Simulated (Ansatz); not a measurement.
AlSiH5SClOF: nudged elastic band (part 2 of 2)

AlSiH5SClOF; RKS PBE0-D4/def2-SVP (Ansatz 0.2.0). One setting was made poor on purpose. It belongs to a series of runs on one base structure; here: band between the two ends.

Geometry of the input (Å):
```
Al 0.0812  -0.1172  0.5802
Cl 0.5630  -0.9191  2.4718
F  1.3806  0.3250  -0.3730
O  -1.3450  -0.5987  -0.1866
Si -2.7049  -1.2103  -0.8720
H  -3.0363  -2.5491  -0.2950
H  -3.8587  -0.2885  -0.6293
H  -2.5287  -1.3576  -2.3487
S  -0.4338  2.2402  1.2591
H  0.6188  2.7094  0.5474
H  0.2739  2.1576  2.4103
```

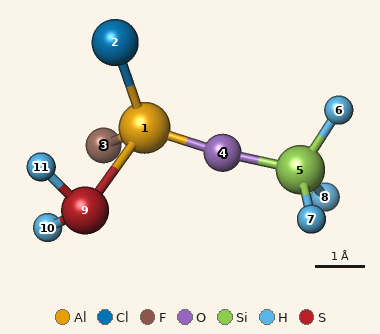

The structure as given in the input (ball-and-stick view, seen at a tilt; atoms are numbered from 1 in the order of the input). Sticks mark near contacts.

```
Total energy: -42650.34016021 eV, -1567.3710914489 hartree
Atom 0 at     0.030901    -0.004676     0.403857 Å, force    -0.168431     0.054033     0.142644 eV/Å
Atom 1 at     0.190903    -0.843776     2.341662 Å, force    -0.000674     0.003718    -0.030882 eV/Å
Atom 2 at     1.464364     0.165046    -0.419823 Å, force     0.125237     0.005676    -0.113210 eV/Å
Atom 3 at    -1.424801    -0.237334    -0.440216 Å, force     0.017630    -0.124014     0.000876 eV/Å
Atom 4 at    -2.678657    -1.223558    -0.865765 Å, force     0.023819     0.101957     0.036440 eV/Å
Atom 5 at    -2.593375    -2.537572    -0.155821 Å, force     0.001917    -0.009977    -0.004557 eV/Å
Atom 6 at    -3.975471    -0.572590    -0.503285 Å, force     0.001688    -0.006318    -0.012292 eV/Å
Atom 7 at    -2.667994    -1.474761    -2.337442 Å, force     0.005891    -0.000059    -0.016941 eV/Å
Atom 8 at    -0.175843     2.407467     1.038903 Å, force    -0.006313    -0.039297     0.016977 eV/Å
Atom 9 at     1.159480     2.598012     1.148838 Å, force    -0.009170    -0.010038    -0.003821 eV/Å
Atom 10 at    -0.319306     2.115341     2.353294 Å, force     0.008405     0.024321    -0.015234 eV/Å
Dipole moment:    -0.034257     0.807058     0.337572 e Å
this run last wrote the band of iteration 16 to [file]
```

### The last band as extended XYZ (Å, eV, eV/Å)
```
11
Properties=species:S:1:pos:R:3:forces:R:3 image=0 energy=-42650.36724
Al    0.0812   -0.1172    0.5802    0.0017   0.0154  -0.0027
Cl    0.5630   -0.9191    2.4718    0.0014  -0.0006   0.0001
F     1.3806    0.3250   -0.3730    0.0017  -0.0058  -0.0013
O    -1.3450   -0.5987   -0.1866   -0.0035   0.0018   0.0079
Si   -2.7049   -1.2103   -0.8720    0.0015   0.0080  -0.0014
H    -3.0363   -2.5491   -0.2950   -0.0028   0.0018  -0.0001
H    -3.8587   -0.2885   -0.6293    0.0004  -0.0035   0.0058
H    -2.5287   -1.3576   -2.3487    0.0048  -0.0055  -0.0075
S    -0.4338    2.2402    1.2591    0.0155   0.0016   0.0066
H     0.6188    2.7094    0.5474   -0.0152  -0.0152   0.0212
H     0.2739    2.1576    2.4103   -0.0055   0.0021  -0.0287
11
Properties=species:S:1:pos:R:3:forces:R:3 image=1 energy=-42650.36557
Al    0.0606   -0.0754    0.5368   -0.0075   0.0017   0.0018
Cl    0.4988   -0.8923    2.4346    0.0011  -0.0009   0.0000
F     1.3837    0.3120   -0.4060    0.0104   0.0041  -0.0020
O    -1.3785   -0.5101   -0.2355   -0.0048  -0.0127   0.0088
Si   -2.7132   -1.2244   -0.8718    0.0034   0.0105  -0.0029
H    -2.9480   -2.5656   -0.2543   -0.0014  -0.0039   0.0018
H    -3.9159   -0.3706   -0.6219   -0.0012   0.0017  -0.0007
H    -2.5596   -1.4013   -2.3479    0.0010   0.0002  -0.0037
S    -0.3745    2.2957    1.2124   -0.0071  -0.0026  -0.0010
H     0.8002    2.6959    0.6727    0.0010   0.0019  -0.0054
H     0.1565    2.1275    2.4452    0.0052   0.0002   0.0033
11
Properties=species:S:1:pos:R:3:forces:R:3 image=2 energy=-42650.36171
Al    0.0734   -0.0571    0.4894   -0.0058   0.0113   0.0352
Cl    0.4984   -0.8447    2.4049    0.0039  -0.0035  -0.0089
F     1.4009    0.3029   -0.4555    0.0233  -0.0068  -0.0162
O    -1.3744   -0.4962   -0.2631   -0.0213  -0.0054  -0.0093
Si   -2.7133   -1.2331   -0.8655    0.0152   0.0087   0.0124
H    -2.9259   -2.5619   -0.2140   -0.0070  -0.0087  -0.0039
H    -3.9197   -0.3849   -0.6153   -0.0003   0.0076   0.0021
H    -2.5819   -1.4397   -2.3394    0.0058  -0.0011  -0.0077
S    -0.3323    2.3284    1.1358   -0.0075  -0.0008  -0.0026
H     0.9435    2.6744    0.8455   -0.0115  -0.0044  -0.0080
H    -0.0585    2.1035    2.4414    0.0051   0.0033   0.0069
11
Properties=species:S:1:pos:R:3:forces:R:3 image=3 energy=-42650.35655
Al    0.0741   -0.0417    0.4606    0.0543   0.0008   0.0407
Cl    0.4169   -0.8179    2.3985    0.0121   0.0051  -0.0143
F     1.4388    0.2433   -0.4583   -0.0342  -0.0146   0.0109
O    -1.3810   -0.4368   -0.3039    0.0437   0.0284  -0.0169
Si   -2.7039   -1.2327   -0.8602   -0.0692  -0.0524   0.0142
H    -2.8198   -2.5820   -0.2227   -0.0049   0.0095  -0.0183
H    -3.9386   -0.4521   -0.5381   -0.0021   0.0053  -0.0091
H    -2.6316   -1.4115   -2.3420    0.0116   0.0076  -0.0036
S    -0.2699    2.3595    1.0563    0.0109   0.0117  -0.0051
H     1.0533    2.6374    0.9858   -0.0239  -0.0026  -0.0099
H    -0.2281    2.1261    2.3881    0.0017   0.0011   0.0115
11
Properties=species:S:1:pos:R:3:forces:R:3 image=4 energy=-42650.34916
Al    0.0657   -0.0305    0.4366    0.0285   0.0098  -0.0926
Cl    0.2503   -0.8699    2.3665    0.0034   0.0018   0.0146
F     1.4924    0.2577   -0.3810    0.0007  -0.0144   0.0295
O    -1.3215   -0.3838   -0.4714   -0.0209  -0.0013   0.0732
Si   -2.6778   -1.2264   -0.8691    0.0098  -0.0134  -0.0194
H    -2.6935   -2.5635   -0.1970   -0.0081   0.0057  -0.0108
H    -3.9008   -0.4741   -0.4464    0.0118   0.0094  -0.0018
H    -2.7385   -1.4326   -2.3475   -0.0023   0.0023   0.0037
S    -0.2591    2.3692    1.0529   -0.0182   0.0003   0.0136
H     1.0713    2.6164    1.0363   -0.0097  -0.0045  -0.0118
H    -0.2783    2.1290    2.3843    0.0051   0.0044   0.0018
11
Properties=species:S:1:pos:R:3:forces:R:3 image=5 energy=-42650.34013
Al    0.0309   -0.0047    0.4039   -0.1684   0.0540   0.1426
Cl    0.1909   -0.8438    2.3417   -0.0007   0.0037  -0.0309
F     1.4644    0.1650   -0.4198    0.1252   0.0057  -0.1132
O    -1.4248   -0.2373   -0.4402    0.0176  -0.1240   0.0009
Si   -2.6787   -1.2236   -0.8658    0.0238   0.1020   0.0364
H    -2.5934   -2.5376   -0.1558    0.0019  -0.0100  -0.0046
H    -3.9755   -0.5726   -0.5033    0.0017  -0.0063  -0.0123
H    -2.6680   -1.4748   -2.3374    0.0059  -0.0001  -0.0169
S    -0.1758    2.4075    1.0389   -0.0063  -0.0393   0.0170
H     1.1595    2.5980    1.1488   -0.0092  -0.0100  -0.0038
H    -0.3193    2.1153    2.3533    0.0084   0.0243  -0.0152
11
Properties=species:S:1:pos:R:3:forces:R:3 image=6 energy=-42650.34794
Al    0.0655   -0.0284    0.4279    0.0337  -0.0011  -0.0903
Cl    0.2347   -0.8729    2.3577    0.0049   0.0038   0.0102
F     1.4979    0.2510   -0.3834   -0.0126  -0.0045   0.0421
O    -1.3177   -0.3765   -0.4887   -0.0339  -0.0024   0.0790
Si   -2.6781   -1.2235   -0.8651    0.0218  -0.0132  -0.0358
H    -2.6801   -2.5602   -0.1918   -0.0105   0.0093  -0.0076
H    -3.8978   -0.4739   -0.4283    0.0128   0.0091   0.0029
H    -2.7577   -1.4320   -2.3424   -0.0034   0.0027   0.0077
S    -0.2548    2.3706    1.0532   -0.0058  -0.0042   0.0058
H     1.0775    2.6083    1.0407   -0.0124   0.0025  -0.0108
H    -0.2792    2.1291    2.3844    0.0054  -0.0019  -0.0031
11
Properties=species:S:1:pos:R:3:forces:R:3 image=7 energy=-42650.35641
Al    0.0642   -0.0445    0.4710    0.0276  -0.0110   0.0458
Cl    0.3603   -0.8241    2.4150    0.0109   0.0090  -0.0077
F     1.4506    0.2109   -0.4228   -0.0269   0.0038   0.0035
O    -1.3828   -0.4175   -0.3210    0.0167   0.0013  -0.0219
Si   -2.7044   -1.2297   -0.8616   -0.0268  -0.0114   0.0018
H    -2.7662   -2.6027   -0.2709   -0.0098   0.0011  -0.0041
H    -3.9464   -0.4896   -0.4778   -0.0052  -0.0021  -0.0025
H    -2.6729   -1.3555   -2.3501    0.0100   0.0069  -0.0057
S    -0.2633    2.3637    1.0532    0.0145   0.0008  -0.0050
H     1.0580    2.6361    0.9431   -0.0158   0.0034  -0.0057
H    -0.1870    2.1446    2.3862    0.0049  -0.0020   0.0015
11
Properties=species:S:1:pos:R:3:forces:R:3 image=8 energy=-42650.36173
Al    0.0497   -0.0622    0.5288   -0.0097  -0.0231   0.0345
Cl    0.4026   -0.8096    2.4744    0.0027   0.0042   0.0044
F     1.4143    0.2183   -0.3901    0.0144   0.0223  -0.0118
O    -1.3886   -0.4856   -0.2510   -0.0094   0.0100  -0.0004
Si   -2.7119   -1.2357   -0.8702    0.0041   0.0142  -0.0004
H    -2.8095   -2.6415   -0.3727   -0.0087  -0.0173   0.0046
H    -3.9519   -0.5017   -0.4689   -0.0012   0.0036   0.0044
H    -2.6463   -1.2633   -2.3623    0.0036   0.0005  -0.0177
S    -0.3060    2.3519    1.0976    0.0030  -0.0208  -0.0117
H     0.9727    2.6530    0.7725   -0.0047   0.0081  -0.0051
H    -0.0147    2.1681    2.4061    0.0057  -0.0017  -0.0008
11
Properties=species:S:1:pos:R:3:forces:R:3 image=9 energy=-42650.36492
Al    0.0382   -0.0895    0.5857    0.0095   0.0063   0.0154
Cl    0.3898   -0.8123    2.5395    0.0013  -0.0002  -0.0019
F     1.4033    0.2025   -0.3316    0.0065   0.0017  -0.0027
O    -1.3899   -0.5240   -0.2056   -0.0206  -0.0098  -0.0037
Si   -2.7141   -1.2290   -0.8738    0.0086   0.0069   0.0013
H    -2.8015   -2.6721   -0.4929   -0.0022  -0.0017  -0.0002
H    -3.9548   -0.5379   -0.4040   -0.0006   0.0025   0.0003
H    -2.6592   -1.1332   -2.3644    0.0011   0.0006  -0.0036
S    -0.3288    2.3305    1.1197   -0.0152  -0.0113   0.0011
H     0.8826    2.6536    0.6110    0.0075   0.0035  -0.0084
H     0.1446    2.2031    2.3807    0.0040   0.0014   0.0023
11
Properties=species:S:1:pos:R:3:forces:R:3 image=10 energy=-42650.36623
Al    0.0398   -0.1227    0.6424   -0.0040  -0.0048  -0.0203
Cl    0.4125   -0.7907    2.6095    0.0032  -0.0071   0.0108
F     1.3953    0.1604   -0.2936   -0.0041   0.0041   0.0075
O    -1.3873   -0.5887   -0.1329    0.0118  -0.0020   0.0103
Si   -2.7113   -1.2185   -0.8699   -0.0047   0.0195   0.0015
H    -2.8064   -2.6911   -0.6334   -0.0009  -0.0058   0.0004
H    -3.9495   -0.5686   -0.3385   -0.0070  -0.0043   0.0033
H    -2.6540   -0.9744   -2.3436    0.0032  -0.0060  -0.0104
S    -0.3579    2.3025    1.1164    0.0275   0.0045   0.0095
H     0.7883    2.6390    0.4788   -0.0148  -0.0003   0.0026
H     0.2408    2.2443    2.3290   -0.0103   0.0022  -0.0150
```

### Key numbers

| quantity | value |
| --- | --- |
| outcome | converged |
| barrier, forward | 0.027 eV |
| barrier, backward | 0.026 eV |
| hardware | 4 threads of Arm Neoverse V2, 24 GiB of memory available, shared host |
| wall time | 5.1 min (CPU time 19 min) |
| peak memory | 0.33 GiB |

### Remarks

A deliberately poor setting: loose force. The order of the saddle point was not checked.
